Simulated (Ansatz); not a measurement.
**TlBi3, relaxed**

The start is TlBi3, a borrowed structure type, volume estimated. Where does it settle when we relax cell and atoms at 20 GPa, and what is it like there?

Method: DFT, r2SCAN, no spin polarisation, plane waves, PAW, in Ansatz 0.2.0.

## Step 1: Geometry

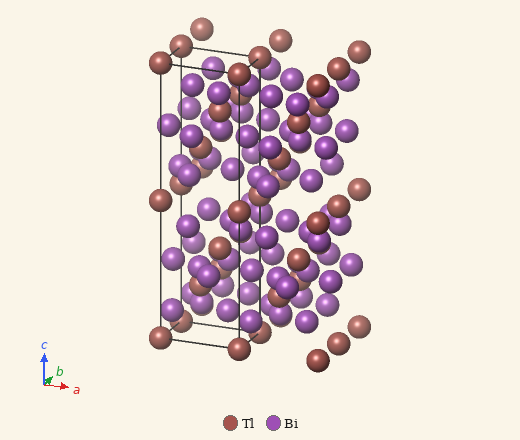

Viewed slightly off an axis; thallium brown, bismuth purple. 2×2×1 cells are drawn. The cell drawn here is the conventional one.

It takes space group R-3c (No. 167, trigonal). Conventional cell: a = 7.003 Å, b = 7.003 Å, c = 18.610 Å, α = 90.00°, β = 90.00°, γ = 120.00°. Around Tl (site symmetry -3) lie 6 Bi at 2.66 Å. Bi (site symmetry 2) is surrounded by 2 Tl at 2.66 Å.

Its coordinates follow in the input file.

It starts from an earlier solution of the starting cell (checkpoint.read).

## Step 2: The relaxation

File input.yaml:

```yaml
crystal:
  lattice:
    - [7.003069, 0.0, 0.0]
    - [-3.501535, 6.064839, 0.0]
    - [-3.501535, 2.021613, 6.203392]
  atoms:
    - { symbol: Tl, position: [0.0, 0.0, 0.0] }
    - { symbol: Tl, position: [0.5, 0.5, 0.5] }
    - { symbol: Bi, position: [0.8584, 0.75, 0.75] }
    - { symbol: Bi, position: [0.25, 0.3584, 0.75] }
    - { symbol: Bi, position: [0.6416, 0.1416, 0.75] }
    - { symbol: Bi, position: [0.1416, 0.25, 0.25] }
    - { symbol: Bi, position: [0.75, 0.6416, 0.25] }
    - { symbol: Bi, position: [0.3584, 0.8584, 0.25] }
  symmetry: { tolerance: 0.0003 }
kpoints:
  mp_grid: { grid: [5, 5, 5], shift: [0, 0, 0] }
magnetization:
  spin_polarized: false
scf:
  occupations: { method: fermi_dirac, width: 0.0418 }
  lower_state_search: "off"
hamiltonian:
  pseudopotentials: { kind: paw }
  xc: r2scan
basis:
  ecutwfc: 500
  fft_grid_basis: typed
relax:
  max_steps: 40
  cell: { p_target: 20.0 }
output:
  forces: true
  stress: true
  eigenvalues: true
  bader: true
  populations: true
  elf: true
  write_potential: true
  volumetric_format: npy
  dos:
    e_range: [-12, 8]
    de: 0.05
    projected: { site_lists: { Bi: [Bi], Tl: [Tl] } }
  write_density: true
checkpoint:
  read: saved_state
```

Started as:

```bash
> ansatz run input.yaml --threads 2 --pin off --max-ram 2560MiB --backend cpu --events-out ev --progress --plain --runs-dir out
```

The log of the run (excerpt; [...] marks lines left out):

```text
Warning: crystal.lattice misses the space group found at crystal.symmetry.tolerance 3.0e-4 in a digit that the deck types, which is why this is a warning: making the lattice exact moves one of its numbers by a whole unit of that number's last typed decimal, or more. The operation that it [...]
Warning: RAYON_NUM_THREADS=2 ignored (pool sized by the plan → 2); use --threads N
[...]
Pseudopotentials: kind: paw
Pseudopotential: Tl, paw, valence charge 13, recommended cutoff 500 eV (meta_gga), Tl.paw.azcp
Pseudopotential: Bi, paw, valence charge 15, recommended cutoff 500 eV (meta_gga), Bi.paw.azcp
Functional definition: r2SCAN
[...]
Crystal: 8 atoms, lattice volume = 263.473 Å³
Basis set: ecut = 500 eV, 6719 PW (Γ), exchange–correlation on 216×216×240 points (64 copies of the dense FFT grid, shifted against one another)
Bands: 70, of which v1, the nominal top of the filled ones, is band 58 counted from 1 (57 counted from 0)
Symmetry: 12 space group operations
Space group: R-3c (ITA 167), of the structure as read, at distance tolerance 1.9e-3 Å
k-points: 19 of 125
[...]
SCF iter   1: F=-97372.208588 eV  HF=-97372.209649 eV  |F-HF|=1.06e-3  |Δ(HF+E_count)|=         —  Δρ=1.49e-3  dr2=8.21e-3  dr2_τ=5.46e-4  ethr=7.24e-6  ⟨swp⟩=3.1  Hψ=8718  notcnv=0
[...]
relax step   1: F+E_penalty+E_count = -97372.21042657 eV  Δ(F+E_penalty+E_count) = +0.000e0 eV  max|allowed force component| = 2.092e0 eV/Å  Δτ_max = 0.0000 Å  P = +18.992 GPa  Ω = 263.473 Å³  (6 SCF iters, dr2 threshold 1.00e-7 eV, accepted)
[...]
relax step   4: F+E_penalty+E_count = -97377.42941215 eV  Δ(F+E_penalty+E_count) = -1.716e0 eV  max|allowed force component| = 2.311e0 eV/Å  Δτ_max = 0.1984 Å  P = +14.985 GPa  Ω = 231.051 Å³  energy of the carried Pulay correction = +5.085e-3 eV  (10 SCF iters, dr2 threshold 8.00e-7 eV, accepted)
relax step   5: F+E_penalty+E_count = -97378.42361416 eV  Δ(F+E_penalty+E_count) = -9.942e-1 eV  max|allowed force component| = 1.208e0 eV/Å  Δτ_max = 0.1950 Å  P = +17.267 GPa  Ω = 218.372 Å³  energy of the carried Pulay correction = +7.260e-3 eV  (10 SCF iters, dr2 threshold 8.00e-7 eV, accepted)
```

## Step 3: More of the same log

The log, continued:

```text
relax step   6: F+E_penalty+E_count = -97378.29310204 eV  Δ(F+E_penalty+E_count) = +1.305e-1 eV  max|allowed force component| = 1.572e-2 eV/Å  Δτ_max = 0.1220 Å  P = +20.748 GPa  Ω = 209.750 Å³  energy of the carried Pulay correction = +8.806e-3 eV  (9 SCF iters, dr2 threshold 8.00e-7 eV, accepted)
relax step   7: F+E_penalty+E_count = -97378.86582808 eV  Δ(F+E_penalty+E_count) = -5.727e-1 eV  max|allowed force component| = 1.834e-2 eV/Å  Δτ_max = 0.0182 Å  P = +19.381 GPa  Ω = 209.490 Å³  energy of the carried Pulay correction = +8.854e-3 eV  (7 SCF iters, dr2 threshold 8.00e-7 eV, accepted)
relax step   8: F+E_penalty+E_count = -97378.40067512 eV  Δ(F+E_penalty+E_count) = +4.652e-1 eV  max|allowed force component| = 1.635e-1 eV/Å  Δτ_max = 0.0066 Å  P = +22.587 GPa  Ω = 202.535 Å³  energy of the carried Pulay correction = +1.014e-2 eV  (6 SCF iters, dr2 threshold 8.00e-7 eV, accepted)
relax step   9: F+E_penalty+E_count = -97379.25995508 eV  Δ(F+E_penalty+E_count) = -8.593e-1 eV  max|allowed force component| = 2.517e-2 eV/Å  Δτ_max = 0.0513 Å  P = +18.607 GPa  Ω = 206.270 Å³  energy of the carried Pulay correction = +9.446e-3 eV  (8 SCF iters, dr2 threshold 8.00e-7 eV, accepted)
relax step  10: F+E_penalty+E_count = -97378.98626028 eV  Δ(F+E_penalty+E_count) = +2.737e-1 eV  max|allowed force component| = 7.017e-2 eV/Å  Δτ_max = 0.0297 Å  P = +20.130 GPa  Ω = 202.166 Å³  energy of the carried Pulay correction = +1.021e-2 eV  (6 SCF iters, dr2 threshold 8.00e-7 eV, accepted)
relax step  11: F+E_penalty+E_count = -97378.63987570 eV  Δ(F+E_penalty+E_count) = +3.464e-1 eV  max|allowed force component| = 3.537e-2 eV/Å  Δτ_max = 0.0382 Å  P = +21.545 GPa  Ω = 198.629 Å³  energy of the carried Pulay correction = +1.089e-2 eV  (8 SCF iters, dr2 threshold 8.00e-7 eV, accepted)
relax step  12: F+E_penalty+E_count = -97379.25372796 eV  Δ(F+E_penalty+E_count) = -6.139e-1 eV  max|allowed force component| = 5.369e-2 eV/Å  Δτ_max = 0.0076 Å  P = +18.717 GPa  Ω = 203.444 Å³  energy of the carried Pulay correction = +9.973e-3 eV  (6 SCF iters, dr2 threshold 8.00e-7 eV, accepted)
relax step  13: F+E_penalty+E_count = -97378.98975915 eV  Δ(F+E_penalty+E_count) = +2.640e-1 eV  max|allowed force component| = 6.712e-3 eV/Å  Δτ_max = 0.0063 Å  P = +19.989 GPa  Ω = 201.235 Å³  energy of the carried Pulay correction = +1.039e-2 eV  (5 SCF iters, dr2 threshold 8.00e-7 eV, accepted)
relax step  14: F+E_penalty+E_count = -97378.98404750 eV  Δ(F+E_penalty+E_count) = +5.712e-3 eV  max|allowed force component| = 7.832e-4 eV/Å  Δτ_max = 0.0024 Å  P = +20.036 GPa  Ω = 201.188 Å³  energy of the carried Pulay correction = +1.040e-2 eV  (8 SCF iters, dr2 threshold 7.85e-9 eV, accepted)
relax step  15: F+E_penalty+E_count = -97378.98798954 eV  Δ(F+E_penalty+E_count) = -3.942e-3 eV  max|allowed force component| = 1.774e-3 eV/Å  Δτ_max = 0.0006 Å  P = +20.009 GPa  Ω = 201.220 Å³  energy of the carried Pulay correction = +1.039e-2 eV  (6 SCF iters, dr2 threshold 8.55e-9 eV, accepted)
[... 12 lines left out ...]
relax step  16: F+E_penalty+E_count = -97378.99116208 eV  Δ(F+E_penalty+E_count) = -3.173e-3 eV  max|allowed force component| = 1.908e-3 eV/Å  Δτ_max = 0.0000 Å  P = +20.013 GPa  Ω = 201.220 Å³  stress off target by 2.97e-2 GPa  SCF on the basis re-selected at this cell (its energy is not comparable with the rows above)  (7 SCF iters)
basis re-selected at this cell: Δ(F+E_penalty+E_count) = -3.173e-3 eV, ΔP = +0.004 GPa vs the last step (what re-selecting the basis moved, of the pressure what is left beyond the Pulay correction that the steps carried, after the strain that the cell walked since its last selection, with what the two solves' SCF thresholds leave and, on support functions, any second-order correction that the steps lacked; it is no measure of the basis error at this ecutwfc). The dense FFT grid was sized anew with the basis: this SCF ran on 60×60×45 points, the steps before it on 54×54×60, so part of this shift can come from that change (see relax.cell in the input reference). This SCF's stress stands 2.97e-2 GPa from its target on what of the cell is left free (relax.cell.stress_tol is 5.00e-2 GPa) and its largest allowed force component is 1.91e-3 eV/Å (relax.f_tol is 1.00e-2 eV/Å): within both
SCF converged after 7 iterations
Free energy (F): -97378.991162 eV
Harris-Foulkes:  -97378.991162 eV  (|F-HF|=1.16e-10)
Internal energy: -97378.980636 eV  (E = F + TS)
E sigma→0 (E₀):  -97378.985899 eV
Entropy (-TS):   -0.010526 eV (-1.316 meV/atom)
Fermi energy:    14.788984 eV
--- Per-component energies (eV) ---
  E_band       = -202.084244
  E_kinetic    = 2507.638336
  E_local      = -9168.044898  (includes V_loc(G=0)·N_el)
  E_nonlocal   = 4003.076831
  E_hartree    = 2984.739085
  E_xc         = -1296.528791
  E_vxc        = -1272.430546  (∫ρ·V_xc dr)
  E_paw        = -84515.024259  (= ΣΔE_a)
  E_vpaw       = -2331.373957  (= ΣTr[D̂ρ^β])
  E_aug_tail   = -0.001667  (compensation charges beyond the density's cutoff)
  E_vtau       = 89.573601  (kinetic-family band-sum trace: ∫τ·v_τ [+ j·A + Jᵃ·Aᵃ] dr)
  E_ewald      = -11902.168078
  E_core_change = 7.332805  (= ΣΔE_core)
  E_smearing   = -0.010526  (= −TS)
  E_closure    = 0.000000  (closes the sum)
  Σ components = -97378.991162   (vs F -97378.991162, Δ=0.00e0)
--- Forces (eV/Å), atoms counted from 1 ---
  atom   1  Tl     0.00000000    -0.00000000     0.00000000
  atom   2  Tl     0.00000000     0.00000000     0.00000000
  atom   3  Bi    -0.00190848    -0.00000000    -0.00000000
  atom   4  Bi     0.00095424    -0.00165279     0.00000000
  atom   5  Bi     0.00095424     0.00165279     0.00000000
  atom   6  Bi     0.00190848     0.00000000     0.00000000
  atom   7  Bi    -0.00095424     0.00165279    -0.00000000
  atom   8  Bi    -0.00095424    -0.00165279    -0.00000000
  max |Σ_I F_I| component: 1.41e-17 eV/Å
--- Stress (GPa, compression-positive) ---
       20.029725       0.000000       0.000000
        0.000000      20.029725      -0.000000
        0.000000       0.000000      19.978208
  P = ⅓ Tr σ = 20.0126 GPa (200.126 kbar)
--- Band table (eV; the first three rows and the last of 19) ---
  k-point 0: bands = ["-9.6658", "-9.6379", "-9.6379", "-9.4512", "-9.4512", "-9.3988", "-9.3593", "-9.3204", "-9.2935", "-9.2935", "-9.2798", "-9.2798", "-9.2196", "-9.2035", "-9.1891", "-9.1891", "-9.1883", "-9.1883", "-9.1175", "-9.1045", "-9.1045", "-9.0845", "-9.0795", "-9.0795", "-9.0794", "-9.0654", "-9.0654", "-8.9319", "-8.9319", "-8.9278", "-0.6079", "1.5161", "1.5161", "2.3281", "2.3281", "2.3534", "2.3646", "2.3646", "2.3659", "2.4384", "2.4384", "3.5148", "3.5148", "4.1044", "4.6950", "4.6950", "7.0493", "9.0982", "9.4679", "9.4679", "9.7106", "9.7106", "10.1391", "11.6808", "12.2407", "13.3718", "13.9229", "13.9229", "14.3234", "14.3234", "16.3250", "16.5703", "17.3797", "17.3797", "19.6243", "19.6243", "20.2249", "20.2249", "20.2817", "21.8318"]
[... 3 lines left out ...]
--- Relaxed structure (15 steps of the walk, 15 accepted, 1 SCFs on fresh bases) ---
  F+E_penalty+E_count = -97378.99116208 eV   max|allowed force component| = 1.908e-3 eV/Å   (the final SCF, on the basis selected at the relaxed cell)
  cell:  # Å, volume = 201.2197 Å³
    - [7.677228686434961, 3.164647406056468e-7, 2.0626429705184068e-7]
    - [-3.838614617283985, 6.648674914882946, -1.0313215207311765e-7]
    - [-3.838614540486305, 2.2162248661393997, 3.942130506090441]
  atoms:
    - { symbol: Tl, position: [-3.0715370515714884e-18, -3.515036556472739e-18, 4.161272580442778e-26] }
    - { symbol: Tl, position: [0.5, 0.4999999999999999, 0.5] }
    - { symbol: Bi, position: [1.0088090420309517, 0.7499999999999996, 0.7499999999999999] }
    - { symbol: Bi, position: [0.2499999999999999, 0.5088090420309518, 0.7499999999999996] }
    - { symbol: Bi, position: [0.4911909579690481, -0.00880904203095173, 0.7499999999999999] }
    - { symbol: Bi, position: [-0.008809042030951814, 0.25, 0.24999999999999994] }
    - { symbol: Bi, position: [0.7499999999999999, 0.49119095796904816, 0.25] }
    - { symbol: Bi, position: [0.5088090420309519, 1.0088090420309521, 0.25] }
--- Löwdin populations: 8 sites ---
  site symbol       q [e]
     0     Tl     13.3270
     1     Tl     13.3270
     2     Bi     14.8226
     3     Bi     14.8226
     4     Bi     14.8226
     5     Bi     14.8226
     6     Bi     14.8226
     7     Bi     14.8226
  spilling = 0.003539 (of n_electrons = 116.000000)
--- Bader charges: 8 sites ---
  site symbol  charge [e]  shift [e]
     0     Tl     -0.0112     0.0000
     1     Tl     -0.0112     0.0000
     2     Bi      0.0037     0.0000
     3     Bi      0.0038     0.0000
     4     Bi      0.0037     0.0000
     5     Bi      0.0037     0.0000
     6     Bi      0.0037     0.0000
     7     Bi      0.0037     0.0000
  estimated error of the sums over rays = 4.1e-4 e
```

Run time: 9.5 min. Hardware: 2 threads of Arm Neoverse V2, shared host; peak memory 1.6 GiB.

The steps of the relaxation:

| step | energy from step 1 (eV/cell) | largest force component (eV/Å) | pressure (GPa) | volume (Å³) |
| --- | --- | --- | --- | --- |
| 1 | 0.0000 | 2.0921 | 18.99 | 263.47 |
| 2 | -1.9491 | 2.2359 | 15.39 | 257.84 |
| 3 | -3.5030 | 2.5689 | 14.89 | 244.25 |
| 4 | -5.2190 | 2.3111 | 14.99 | 231.05 |
| 5 | -6.2132 | 1.2083 | 17.27 | 218.37 |
| 6 | -6.0827 | 0.0157 | 20.75 | 209.75 |
| 7 | -6.6554 | 0.0183 | 19.38 | 209.49 |
| 8 | -6.1902 | 0.1635 | 22.59 | 202.53 |
| 9 | -7.0495 | 0.0252 | 18.61 | 206.27 |
| 10 | -6.7758 | 0.0702 | 20.13 | 202.17 |
| 11 | -6.4294 | 0.0354 | 21.55 | 198.63 |
| 12 | -7.0433 | 0.0537 | 18.72 | 203.44 |
| 13 | -6.7793 | 0.0067 | 19.99 | 201.24 |
| 14 | -6.7736 | 0.0008 | 20.04 | 201.19 |
| 15 | -6.7776 | 0.0018 | 20.01 | 201.22 |
| 16 | -6.7807 | 0.0019 | 20.01 | 201.22 |

Step 1 is the start. Step 16 repeats the geometry before on a plane-wave basis chosen anew for that cell, so the energy can jump there without any move; the table keeps such jumps.

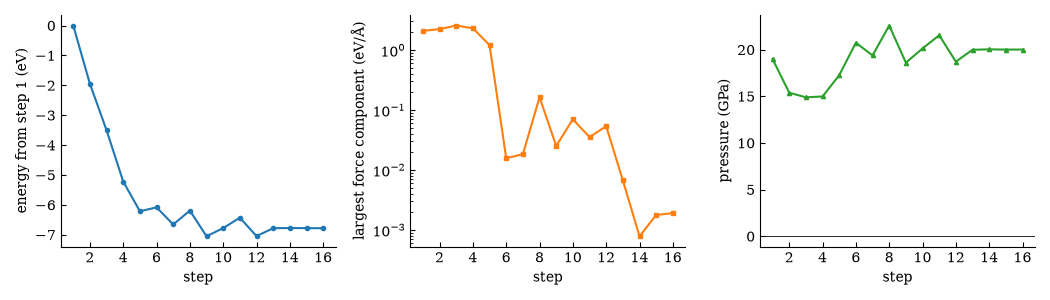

How energy and force, and the pressure, went from step to step.

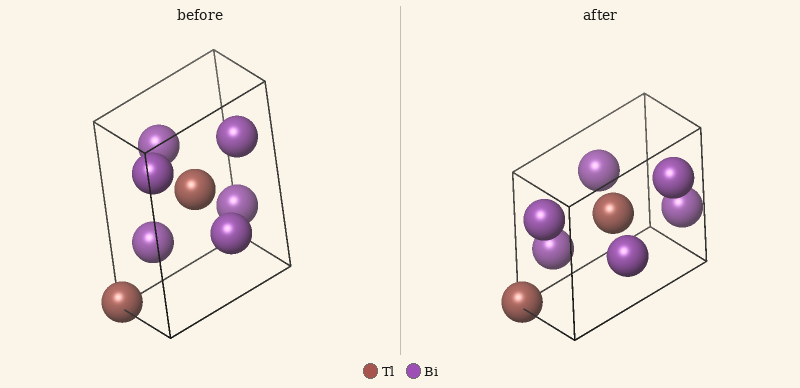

The structure before (left) and after (right), drawn at the same scale. Each atom of the cell is drawn once.

| input's cell | before | after | change |
| --- | --- | --- | --- |
| a (Å) | 7.003 | 7.677 | +9.6 % |
| b (Å) | 7.003 | 7.677 | +9.6 % |
| c (Å) | 7.405 | 5.932 | -19.9 % |
| α (°) | 61.78 | 49.68 | -12.10° |
| β (°) | 118.22 | 130.32 | +12.10° |
| volume (Å³/atom) | 32.93 | 25.15 | -23.6 % |

The largest move, 1.15 Å, apart from the change of the cell, is shared by several atoms, Bi8 among them.

With a target pressure of 20 GPa the walk minimises the enthalpy, not the energy.

## Step 4: Density of states

Counts of states in windows (eV from the Fermi level; tetrahedra), total and projected:

| from | to | total | Bi s | Bi p | Tl s | Tl p |
| --- | --- | --- | --- | --- | --- | --- |
| -4.5 | -4.0 | 1.70 | 0.13 | 1.23 | 0.12 | 0.18 |
| -4.0 | -3.5 | 1.73 | 0.16 | 1.26 | 0.09 | 0.19 |
| -3.5 | -3.0 | 1.50 | 0.15 | 1.05 | 0.06 | 0.20 |
| -3.0 | -2.5 | 2.04 | 0.15 | 1.38 | 0.16 | 0.31 |
| -2.5 | -2.0 | 1.54 | 0.13 | 1.06 | 0.11 | 0.21 |
| -2.0 | -1.5 | 1.84 | 0.14 | 1.35 | 0.09 | 0.20 |
| -1.5 | -1.0 | 1.92 | 0.12 | 1.40 | 0.13 | 0.21 |
| -1.0 | -0.5 | 2.00 | 0.10 | 1.49 | 0.13 | 0.21 |
| -0.5 | 0.0 | 2.07 | 0.08 | 1.57 | 0.15 | 0.18 |
| 0.0 | 0.5 | 2.26 | 0.11 | 1.69 | 0.11 | 0.25 |
| 0.5 | 1.0 | 1.98 | 0.08 | 1.45 | 0.09 | 0.25 |
| 1.0 | 1.5 | 2.00 | 0.09 | 1.45 | 0.06 | 0.31 |
| 1.5 | 2.0 | 1.81 | 0.05 | 1.33 | 0.06 | 0.25 |

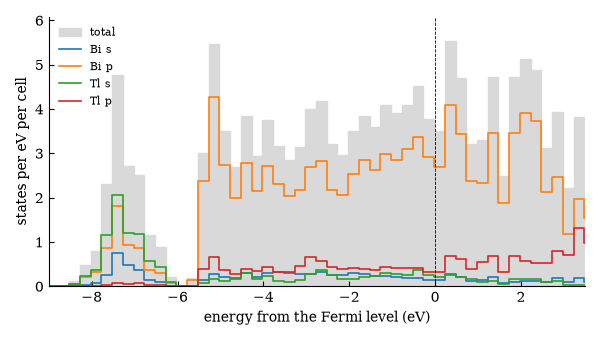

Total and projected density of states, in bins of 0.25 eV.

## Step 5: Atomic charges

Gathered by element (positive charge: electrons given up): Löwdin charges also hold the electrons that the projection spills.

| element | atoms | Bader charge (e) | Bader volume (Å³) | Löwdin charge (e) |
| --- | --- | --- | --- | --- |
| Tl | 2 | -0.01 | 23.3 | -0.33 |
| Bi | 6 | 0.00 | 25.8 | +0.18 |

Löwdin charges rest on a small set of atomic orbitals that misses 0.4 % of the electrons, so they need not add up to the cell's charge and can differ from Bader's even in sign.

## Step 6: Fields in real space

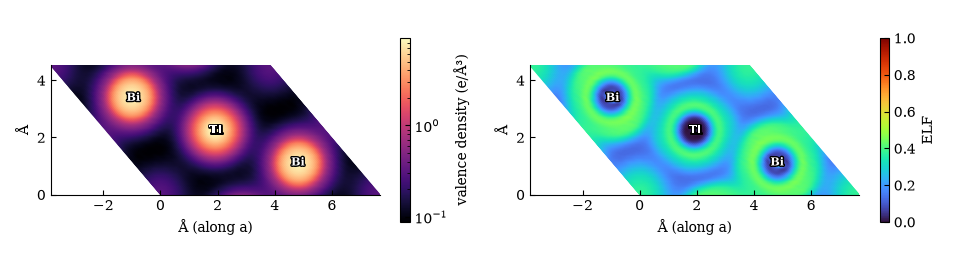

Valence density (left, log scale) and ELF (right) in the plane spanned by a and c at height 0.500 along b (axes of the input's cell); atoms within 0.2 Å are lettered. Near the nuclei they are pseudo-fields.

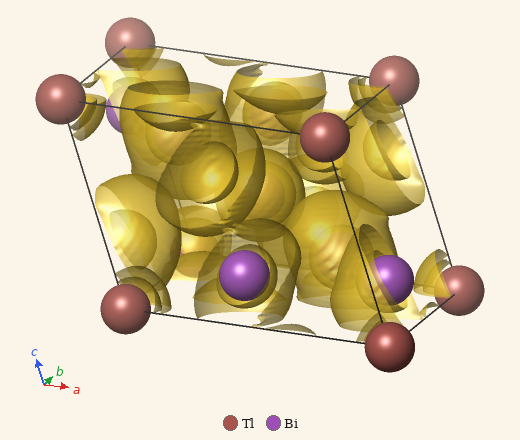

Surface of ELF = 0.38 in one cell.

Along short contacts, where the density is least:

| contact | length (Å) | minimum at (fraction) | density (e/Å³) | ELF |
| --- | --- | --- | --- | --- |
| Bi3–Bi6 | 2.969 | 0.50 | 0.306 | 0.38 |

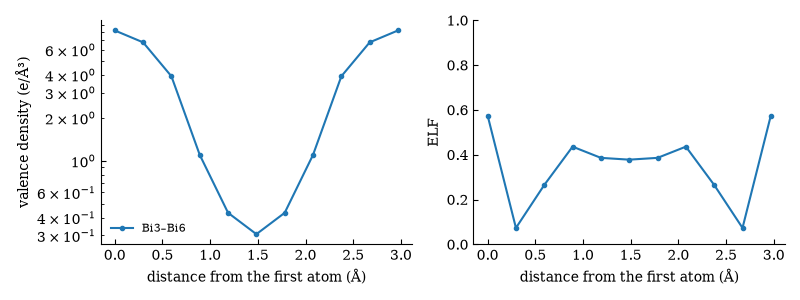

Smooth valence density and ELF along the contacts, at tenths of each length.

## Step 7: Outcome

```
                                                 quantity                                                                        value
                                                    moves                                                                           14
                                             largest move                                                                  1.15 Å (Bi)
                     space group (0.01 Å), before / after                                                                  R-3c / R-3c
                                                     cell  a = 7.677 Å, b = 7.677 Å, c = 5.932 Å, α = 49.68°, β = 130.32°, γ = 120.00°
                                                   volume                                                      25.15 Å³/atom (-23.6 %)
                                      pressure at the end                                                                    20.01 GPa
                                                character                                                                        metal
density of states, mean within 0.25 eV of the Fermi level                                                          3.6 per eV per cell
                                            Bader charges                                                          Tl -0.01, Bi 0.00 e
```

**Reading.** The volume shrank by 23.6 %, and the largest move of an atom is 1.15 Å apart from the change of the cell. The shape changed more than that tells: the edges moved by +10, +10, -20 %. The run held to 12 symmetry operations, so a lower structure without them is not ruled out. The cell is metallic; within 0.25 eV of the Fermi level the density of states averages 3.6 per eV per cell, mostly Bi p (76 %). Bader's partition shows almost no charge transfer.

Keep in mind: the k mesh is coarse for a cell without a gap.
